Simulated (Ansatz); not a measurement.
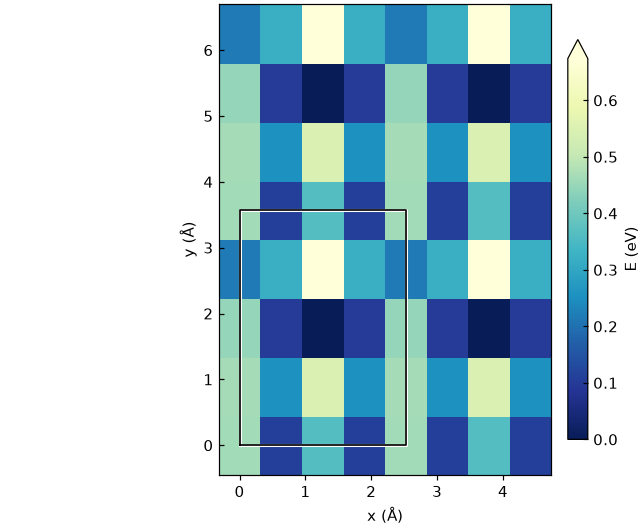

Energy landscape of S on a C(110) slab cut from the Fd-3m phase, its upper half relaxed before the scan (20 atoms of substrate and one adsorbate in a 2 × 1 cell). 
- S is moved over the surface cell; relaxed at each place: the height of the adsorbate's atoms; substrate rigid; the origin of the map has the adsorbate above C17.
- Places are given modulo a cell vector. The map is drawn in real space over the plane of the surface.
- Grid: 4 × 4 points; 12 points were computed and 4 follow by symmetry.
- Places are given in fractions of the 1 × 1 surface cell.
- Energies are in eV, from the lowest grid point.
- All numbers below come from Ansatz 0.2.0, DFT PBE, scalar-relativistic, plane waves, PAW. Settings: cutoff 420 eV, k-mesh 5×8×1, gaussian smearing 0.05 eV, spin-polarised.

The picture shows one coloured cell a grid point, the outline of one cell of the 2 × 2 shown, one colour for all values above the top of the scale. 

Q: What does the map say about the system?

A: The lowest grid point is at (2/4, 2/4) of the cell vectors [nearest 1 C at 1.90 Å]. The highest grid point, (2/4, 3/4) of the cell vectors [nearest 3 C at 2.24 Å], lies 0.674 eV above the lowest. At the lowest point the adsorbate has 1 C at 1.90 Å as nearest neighbours, at the highest 3 C at 2.24 Å. Its relaxed height above the top atom is 1.55 Å at the lowest and 1.61 Å at the highest point.

Grid values (eV):

| second ↓, first → | 0/4 | 1/4 | 2/4 | 3/4 |
| --- | --- | --- | --- | --- |
| 3/4 | 0.214 | 0.321 | 0.674 | 0.321 |
| 2/4 | 0.447 | 0.098 | 0.000 | 0.098 |
| 1/4 | 0.465 | 0.255 | 0.545 | 0.255 |
| 0/4 | 0.462 | 0.107 | 0.361 | 0.107 |

Each point was launched as `ansatz run input.yaml --threads 2 --pin off --max-ram 6144MiB --backend cpu --events-out ev --progress --plain --runs-dir out`. The whole map (12 points run) took 70 min on 2 threads of Intel(R) Xeon(R) Platinum 8175M CPU @ 2.50GHz (Skylake/Cascade Lake), with other jobs on the host.

PAW datasets: the set soft_1.
